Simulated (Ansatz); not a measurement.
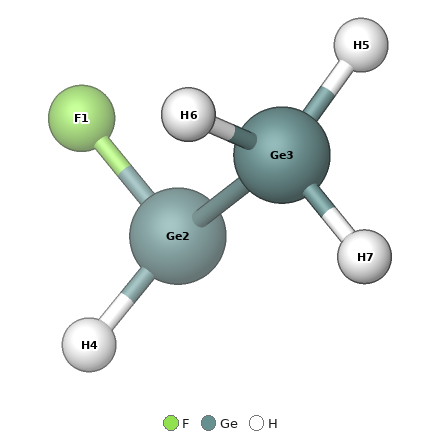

The system is FGe₂H₄, SMILES [F][GeH][GeH3], spin multiplicity 2; the picture shows the reference structure. First axis: angle Ge2–Ge3–H5. Second axis: angle H7–Ge3–H6. Nothing is relaxed (all other coordinates rigid). The grid has 13 × 13 points. All energies are given in kJ/mol relative to the lowest grid point. Computed with UKS PBE0-D4/def2-SVP (Ansatz 0.2.0).

Its coordinates:

```xyz
7

F    -2.0400   -1.3326    0.4481
Ge   -0.4302   -1.3943   -0.2508
Ge    0.4102    0.9028   -0.2234
H     0.3508   -2.3777    0.6720
H    -0.4884    1.7708   -1.1173
H     0.4154    1.4669    1.2101
H     1.8434    0.8963   -0.7845
```

Range: angle Ge2–Ge3–H5 from 83.9 to 133.9°; angle H7–Ge3–H6 from 84.7 to 134.7°.

**Predict the map.**

The lowest grid point is at angle Ge2–Ge3–H5 = 108.9°, angle H7–Ge3–H6 = 109.7°. It is the only kind of minimum in the scanned range. The highest grid point, angle Ge2–Ge3–H5 = 83.9°, angle H7–Ge3–H6 = 84.7°, lies 75.4 kJ/mol above the lowest. Round the minimum the two coordinates are weakly coupled (coupling 0.14 in units of the two stiffnesses).

| angle H7–Ge3–H6 ↓, angle Ge2–Ge3–H5 → | 83.9 | 88.0 | 92.2 | 96.4 | 100.5 | 104.7 | 108.9 | 113.0 | 117.2 | 121.4 | 125.5 | 129.7 | 133.9 |
| --- | --- | --- | --- | --- | --- | --- | --- | --- | --- | --- | --- | --- | --- |
| 134.7 | 55.0 | 47.8 | 42.0 | 37.9 | 35.5 | 34.6 | 35.3 | 37.3 | 40.8 | 45.8 | 52.0 | 59.7 | 68.8 |
| 130.6 | 46.0 | 38.4 | 32.4 | 28.0 | 25.4 | 24.2 | 24.6 | 26.5 | 29.8 | 34.7 | 40.7 | 48.3 | 57.3 |
| 126.4 | 38.7 | 30.8 | 24.5 | 19.8 | 16.9 | 15.5 | 15.7 | 17.4 | 20.5 | 25.2 | 31.1 | 38.6 | 47.4 |
| 122.2 | 33.4 | 25.2 | 18.6 | 13.7 | 10.5 | 8.9 | 8.8 | 10.2 | 13.2 | 17.7 | 23.4 | 30.7 | 39.4 |
| 118.1 | 30.2 | 21.7 | 14.8 | 9.6 | 6.1 | 4.3 | 4.0 | 5.2 | 7.9 | 12.2 | 17.8 | 24.9 | 33.4 |
| 113.9 | 28.8 | 20.0 | 12.8 | 7.3 | 3.7 | 1.5 | 1.0 | 2.0 | 4.5 | 8.6 | 13.9 | 20.8 | 29.2 |
| 109.7 | 29.4 | 20.4 | 12.9 | 7.1 | 3.2 | 0.8 | 0.0 | 0.8 | 3.1 | 6.9 | 12.0 | 18.7 | 26.8 |
| 105.6 | 31.9 | 22.6 | 14.8 | 8.8 | 4.7 | 2.0 | 1.0 | 1.5 | 3.6 | 7.1 | 12.1 | 18.6 | 26.5 |
| 101.4 | 36.5 | 26.9 | 18.9 | 12.6 | 8.2 | 5.3 | 4.0 | 4.3 | 6.1 | 9.4 | 14.1 | 20.3 | 28.0 |
| 97.2 | 43.2 | 33.3 | 25.0 | 18.5 | 13.8 | 10.6 | 9.0 | 9.1 | 10.6 | 13.7 | 18.1 | 24.1 | 31.5 |
| 93.1 | 51.7 | 41.5 | 33.0 | 26.2 | 21.2 | 17.8 | 16.0 | 15.8 | 17.1 | 19.9 | 24.1 | 29.8 | 36.9 |
| 88.9 | 62.5 | 52.1 | 43.2 | 36.2 | 31.0 | 27.3 | 25.2 | 24.7 | 25.7 | 28.3 | 32.2 | 37.6 | 44.5 |
| 84.7 | 75.4 | 64.7 | 55.6 | 48.3 | 42.8 | 38.9 | 36.5 | 35.7 | 36.5 | 38.7 | 42.4 | 47.5 | 54.1 |

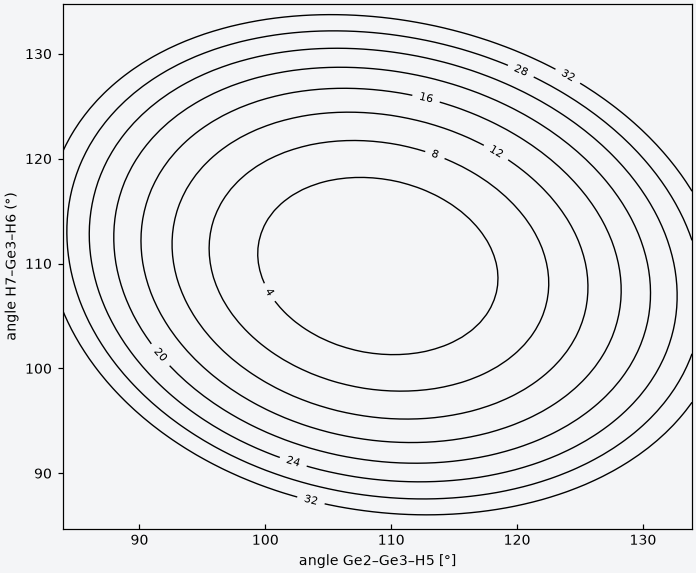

In the figure: contour lines labelled in kJ/mol (none above 32). Between grid points the surface is interpolated.

Each point was launched as `ansatz run input.yaml --threads 1 --pin off --max-ram 2560MiB --backend cpu --events-out ev --progress --plain --runs-dir out`. The whole map (169 points run) took 49 min on 1 thread of Arm Neoverse N1, on a shared host.
